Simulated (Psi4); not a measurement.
**AlGeH4Cl (SMILES [Cl][AlH][GeH3]): revPBE/def2-SVP**

What is the energy change on altering one bond length of AlGeH4Cl at revPBE/def2-SVP? The job is set up through a Python script.

Program for the calculation: Psi4 1.11.

### Step 1. Starting point

AlGeH4Cl has 7 atoms, charge 0, and is taken as a singlet. SMILES: `[Cl][AlH][GeH3]`. Geometry: relaxed at PBE0-D4/def2-TZVP.

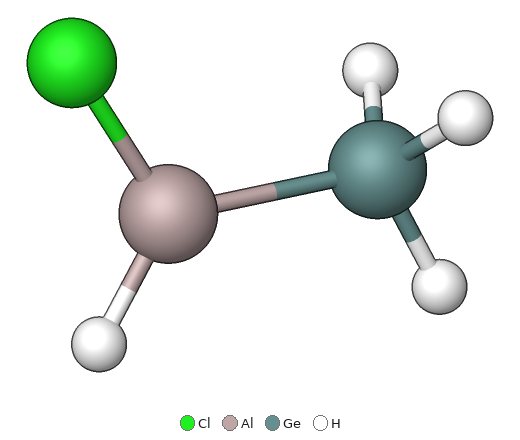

The structure, seen from a chosen angle (chlorine green, aluminium light grey, germanium teal, hydrogen white).

### Step 2. Energy and gradient at revPBE/def2-SVP

Input file run.py:

```python
import psi4

psi4.set_memory('1600 MB')
psi4.set_num_threads(1)
psi4.set_output_file('psi4.out', False)

mol = psi4.geometry("""
0 1
Cl    -2.499300    -1.527200    -0.126900
Al    -0.425400    -1.314700     0.144500
Ge     0.501100     0.959800    -0.093300
H      0.379500    -2.632000     0.480000
H      0.225700     1.522500    -1.499900
H     -0.144000     1.926400     0.916800
H      2.023700     0.997300     0.133100
symmetry c1
no_reorient
no_com
""")

psi4.set_options({
    'puream': True,
    'e_convergence': 1e-09,
    'd_convergence': 1e-08,
    'scf_type': 'pk',
    'dft_radial_points': 99,
    'dft_spherical_points': 590,
})

e, wfn = psi4.gradient("revpbe/def2-SVP", molecule=mol, return_wfn=True)
psi4.oeprop(wfn, "MAYER_INDICES", "WIBERG_LOWDIN_INDICES", "MULLIKEN_CHARGES", title="REVPBE")
print('gradient / Eh bohr^-1')
print(e.np.round(6))
print(f'energy = {wfn.energy():.10f} Eh')
```

Command:

```bash
$ python run.py
```

psi4.out:

```text
[...]
  Running in c1 symmetry.
[...]
  Nuclear repulsion =  276.638620203239896
[...]
  Multiplicity = 1
[...]
  Nalpha       = 33
  Nbeta        = 33
[...]
    Number of basis functions: 88
[...]
   @RKS iter   1: -2779.61222997427831   -1.51542e+00   2.88144e-02 DIIS/ADIIS
[...]
   @RKS iter  13: -2781.30959492032025    0.00000e+00   2.16044e-09 DIIS
[...]
    Orbital Energies [Eh]
    ---------------------
    Doubly Occupied:
       1A   -397.034859     2A   -100.645397     3A    -55.425845
       4A    -49.146521     5A    -43.764896     6A    -43.764883
       7A    -43.764833     8A     -9.169415     9A     -6.990076
      10A     -6.986410    11A     -6.984980    12A     -5.966843
      13A     -4.181812    14A     -4.181697    15A     -4.181604
      16A     -3.971940    17A     -2.577577    18A     -2.571184
      19A     -2.567587    20A     -1.086021    21A     -1.085893
      22A     -1.084263    23A     -1.083430    24A     -1.083393
      25A     -0.734977    26A     -0.502757    27A     -0.383305
      28A     -0.316032    29A     -0.308166    30A     -0.300763
      31A     -0.292904    32A     -0.292221    33A     -0.241971
[...]
  @RKS Final Energy: -2781.30959492032025
   => Energetics <=
    Nuclear Repulsion Energy =            276.6386202032398955
    One-Electron Energy =               -4420.8665035273043031
    Two-Electron Energy =                1490.0333877003463385
    DFT Exchange-Correlation Energy =    -127.1150992966022812
    Empirical Dispersion Energy =           0.0000000000000000
    VV10 Nonlocal Energy =                  0.0000000000000000
    Total Energy =                      -2781.3095949203202508
[...]
 Multipole Moments:
 ------------------------------------------------------------------------------------
     Multipole            Electronic (a.u.)      Nuclear  (a.u.)        Total (a.u.)
 ------------------------------------------------------------------------------------
 L = 1.  Multiply by 2.5417464519 to convert [e a0] to [Debye]
 Dipole X            :         56.1068908          -55.7435192            0.3633716
 Dipole Y            :         19.9193636          -19.8906903            0.0286733
 Dipole Z            :          6.1612906           -6.1121302            0.0491604
 Magnitude           :                                                    0.3678013
[...]
  -Total Gradient:
     Atom            X                  Y                   Z
    ------   -----------------  -----------------  -----------------
       1        0.010761757752     0.001649193851     0.001318616556
       2       -0.006319949350    -0.002229632455    -0.000567028259
       3        0.000307449078     0.003172869483    -0.000475526792
       4       -0.002461150400     0.004097774577    -0.001037935325
       5        0.000910852965    -0.002381686429     0.004969231325
       6        0.002203503874    -0.003796037599    -0.003467424978
       7       -0.005397835759    -0.000531738846    -0.000735883246
[...]
  Mulliken Charges: (a.u.)
   Center  Symbol    Alpha    Beta     Spin     Total
       1    CL     8.62490  8.62490  0.00000 -0.24981
       2    AL     6.22873  6.22873  0.00000  0.54255
       3    GE    16.01840 16.01840  0.00000 -0.03681
       4     H     0.56558  0.56558  0.00000 -0.13115
       5     H     0.51955  0.51955  0.00000 -0.03909
       6     H     0.51953  0.51953  0.00000 -0.03906
       7     H     0.52331  0.52331  0.00000 -0.04662
   Total alpha = 33.00000, Total beta = 33.00000, Total charge = -0.00000
  Mayer Bond Indices:
[...]
```

The script printed:

```text
gradient / Eh bohr^-1
[[ 0.010762  0.001649  0.001319]
 [-0.00632  -0.00223  -0.000567]
 [ 0.000307  0.003173 -0.000476]
 [-0.002461  0.004098 -0.001038]
 [ 0.000911 -0.002382  0.004969]
 [ 0.002204 -0.003796 -0.003467]
 [-0.005398 -0.000532 -0.000736]]
energy = -2781.3095949203 Eh
```

Wall time 24 s (1 thread of Intel Xeon Platinum 8259CL at 2.50GHz (Skylake/Cascade Lake), shared host); peak memory 1 GiB.

### Step 3. The distorted shape

Input file job.py:

```python
import psi4

psi4.set_memory(1600000000)
psi4.set_num_threads(1)
psi4.set_output_file('alclgeh4.out', False)

m = psi4.geometry("""
0 1
Cl    -4.98564176    -3.53077752    -0.17239405
Al    -1.06653875    -3.12921072     0.34047763
Ge     0.94694176     1.81375913    -0.17631145
H      0.45450181    -5.61854694     0.97448074
H      0.42651119     2.87710802    -2.83440021
H     -0.27212056     3.64036841     1.73250091
H      3.82423876     1.88462386     0.25152255
units bohr
symmetry c1
no_reorient
no_com
""")

psi4.set_options({
    'reference': 'rks',
    'puream': True,
    'e_convergence': 1e-09,
    'd_convergence': 1e-08,
    'scf_type': 'pk',
    'dft_radial_points': 99,
    'dft_spherical_points': 590,
})

E, wfn = psi4.gradient('revpbe/def2-SVP', return_wfn=True)
psi4.oeprop(wfn, 'WIBERG_LOWDIN_INDICES', 'MAYER_INDICES', 'DIPOLE', title='REVPBE')
print('gradient / Eh bohr^-1')
print(E.np.round(6))
print(f'energy = {wfn.energy():.10f} Eh')
```

Command:

```bash
$ python job.py
```

alclgeh4.out, cut to the lines that bear on the results:

```text
[...]
  Running in c1 symmetry.
[...]
  Nuclear repulsion =  257.866592836434904
[...]
  Multiplicity = 1
[...]
  Nalpha       = 33
  Nbeta        = 33
[...]
    Number of basis functions: 88
[...]
   @RKS iter   1: -2779.55718847756043   -1.59402e+00   2.88136e-02 DIIS/ADIIS
[...]
   @RKS iter  13: -2781.29811292901059   -3.63798e-12   4.86143e-09 DIIS
[...]
  @RKS Final Energy: -2781.29811292901059
   => Energetics <=
    Nuclear Repulsion Energy =            257.8665928364349043
    One-Electron Energy =               -4383.2363152096040722
    Two-Electron Energy =                1471.1392683091798972
    DFT Exchange-Correlation Energy =    -127.0676588650218548
    Empirical Dispersion Energy =           0.0000000000000000
    VV10 Nonlocal Energy =                  0.0000000000000000
    Total Energy =                      -2781.2981129290105855
[...]
  -Total Gradient:
     Atom            X                  Y                   Z
    ------   -----------------  -----------------  -----------------
       1        0.009523064213     0.001029851543     0.001236436128
       2       -0.017033422162    -0.031935876289     0.002743157890
       3        0.011680324386     0.029906896118    -0.003182533398
       4       -0.003132394160     0.003578948177    -0.001052721651
       5        0.001537212662    -0.001016823925     0.005542613034
       6        0.003037282570    -0.002654471444    -0.004243188177
       7       -0.005615957419     0.001091932182    -0.001044326912
[...]
 Multipole Moments:
 ------------------------------------------------------------------------------------
     Multipole            Electronic (a.u.)      Nuclear  (a.u.)        Total (a.u.)
 ------------------------------------------------------------------------------------
 L = 1.  Multiply by 2.5417464519 to convert [e a0] to [Debye]
 Dipole X            :         64.1992640          -63.8856461            0.3136179
 Dipole Y            :         39.7711737          -39.8791117           -0.1079380
 Dipole Z            :          4.0867063           -4.0223521            0.0643542
 Magnitude           :                                                    0.3378583
[...]
```

Standard output:

```text
gradient / Eh bohr^-1
[[ 0.009523  0.00103   0.001236]
 [-0.017033 -0.031936  0.002743]
 [ 0.01168   0.029907 -0.003183]
 [-0.003132  0.003579 -0.001053]
 [ 0.001537 -0.001017  0.005543]
 [ 0.003037 -0.002654 -0.004243]
 [-0.005616  0.001092 -0.001044]]
energy = -2781.2981129290 Eh
```

It took 22 s on 1 thread of Intel Xeon Platinum 8259CL at 2.50GHz (Skylake/Cascade Lake), shared host; peak memory 1 GiB.

### Step 4. Results

Level: revPBE/def2-SVP.

| quantity | value |
| --- | --- |
| first shape: total energy | -2781.30959 Eh |
| first shape: dipole moment | 0.93 D |
| first shape: HOMO energy | -6.58 eV |
| first shape: LUMO energy | -2.53 eV |
| first shape: HOMO–LUMO gap | 4.05 eV |
| first shape: largest force on an atom | 0.564 eV/Å |
| distorted shape: total energy | -2781.29811 Eh |
| distorted shape: dipole moment | 0.86 D |
| distorted shape: HOMO energy | -6.26 eV |
| distorted shape: LUMO energy | -2.50 eV |
| distorted shape: HOMO–LUMO gap | 3.76 eV |
| distorted shape: largest force on an atom | 1.867 eV/Å |
| energy change with the Al2–Ge3 bond stretched from 2.467 to 2.838 Å | 0.312 eV |

With the Al2–Ge3 bond stretched from 2.467 to 2.838 Å the energy rises by 0.31 eV (30.1 kJ/mol). The first shape isn't relaxed at this level, so the change isn't measured from a minimum. The largest force (first shape) is 0.56 eV/Å: the shape isn't a stationary point for this species at this level.
